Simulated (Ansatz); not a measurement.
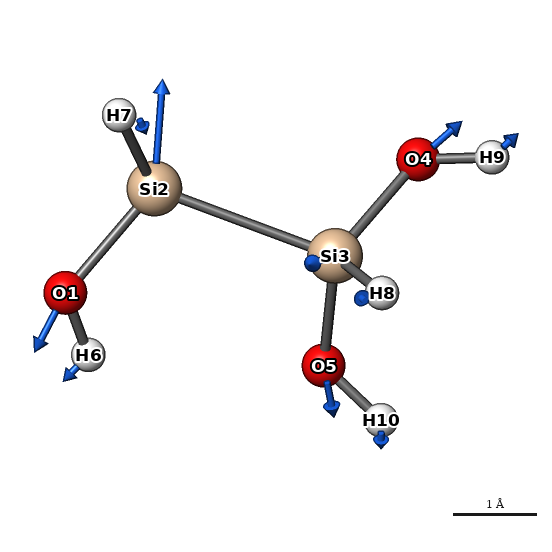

Arrows show the forces on the atoms, 4 Å of arrow for 1 eV/Å; forces under a tenth of the largest aren't drawn. Charge 0, doublet. Level of theory: B3LYP-D4/def2-TZVPP (Ansatz 0.2.0).

Along which bond is the force strongest?

O1–Si2, now 1.658 Å: the forces push its atoms apart, so a first step downhill lengthens it.

List the force components in the frame of the picture (x right, y up, z towards the viewer), in eV/Å.

```json
{"atom": "O1", "Fx": "−0.07", "Fy": "−0.13", "Fz": "0.00"}
{"atom": "Si2", "Fx": "0.02", "Fy": "0.26", "Fz": "0.02"}
{"atom": "Si3", "Fx": "−0.06", "Fy": "−0.02", "Fz": "0.24"}
{"atom": "O4", "Fx": "0.09", "Fy": "0.08", "Fz": "−0.03"}
{"atom": "O5", "Fx": "0.02", "Fy": "−0.11", "Fz": "−0.07"}
{"atom": "H6", "Fx": "−0.05", "Fy": "−0.05", "Fz": "0.00"}
{"atom": "H7", "Fx": "0.02", "Fy": "−0.05", "Fz": "−0.03"}
{"atom": "H8", "Fx": "−0.03", "Fy": "0.02", "Fz": "−0.07"}
{"atom": "H9", "Fx": "0.05", "Fy": "0.04", "Fz": "−0.02"}
{"atom": "H10", "Fx": "0.00", "Fy": "−0.05", "Fz": "−0.04"}
```
